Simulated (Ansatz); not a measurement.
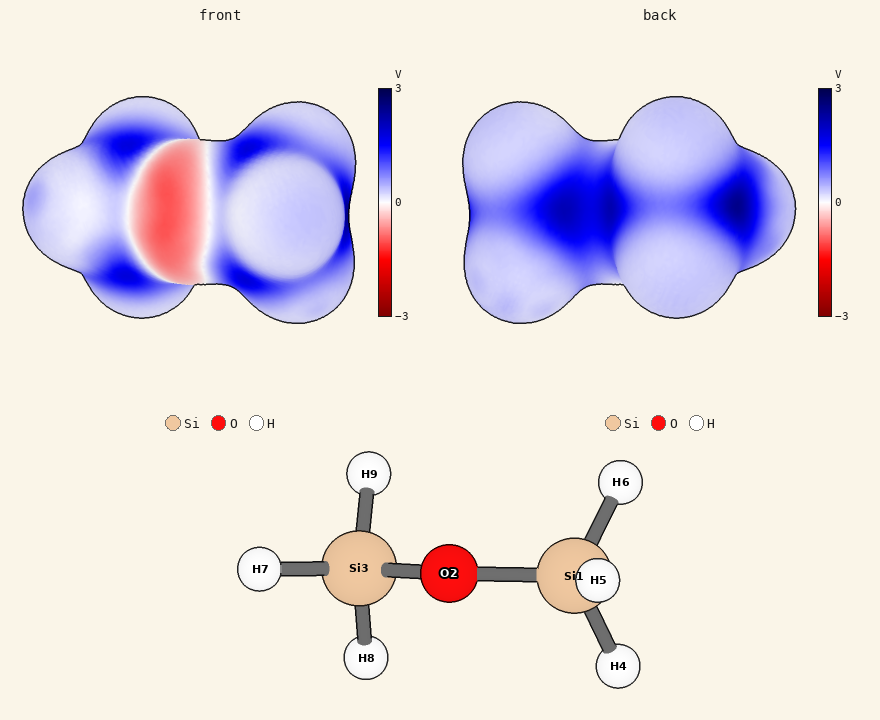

H6OSi2 (SMILES [SiH3]O[SiH3]). The molecular electrostatic potential painted on the density surface at 0.004 e/bohr³, seen from the front and from behind; red is negative and blue positive. The bare structure is drawn below in the same view.

The calculation used Ansatz 0.2.0, RKS PBE-D4/def2-SVP.

```json
{"atom": "Si", "x (Å)": "-0.7028", "y (Å)": "1.0582", "z (Å)": "-0.9315"}
{"atom": "O", "x (Å)": "0.5176", "y (Å)": "0.1161", "z (Å)": "-0.2807"}
{"atom": "Si", "x (Å)": "0.7982", "y (Å)": "-1.0510", "z (Å)": "0.8854"}
{"atom": "H", "x (Å)": "-1.7852", "y (Å)": "0.1902", "z (Å)": "-1.5175"}
{"atom": "H", "x (Å)": "-0.1021", "y (Å)": "1.9105", "z (Å)": "-2.0099"}
{"atom": "H", "x (Å)": "-1.3102", "y (Å)": "1.9395", "z (Å)": "0.1287"}
{"atom": "H", "x (Å)": "2.2553", "y (Å)": "-1.4050", "z (Å)": "0.8425"}
{"atom": "H", "x (Å)": "-0.0287", "y (Å)": "-2.2801", "z (Å)": "0.6131"}
{"atom": "H", "x (Å)": "0.4464", "y (Å)": "-0.5248", "z (Å)": "2.2525"}
```

Q: Where is the surface potential most negative and most positive?

A: The most negative region (about −1.0 V) lies over O2, the most positive (about +2.3 V) over Si1 and Si3.
